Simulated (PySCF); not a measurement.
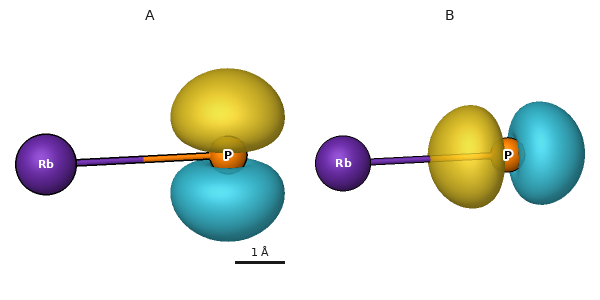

The picture shows: RbP (charge +1, quartet). Two frontier α-spin orbitals, each drawn at the value that holds 80 % of its norm (yellow and cyan are the two phases), in no order; of a degenerate pair one member is drawn.

These are results of PBE0/jorge-DZP-DKH, spin-free X2C-1e, Gaussian nucleus, at a bond length of 3.836 Å (PySCF 2.14.0), not measurements.

Name the orbitals and rank them from lowest to highest energy.

Orbital B: σ, occupied in this spin, −11.43 eV; almost wholly on P.
Orbital A: π, occupied in this spin, −11.20 eV; almost wholly on P.
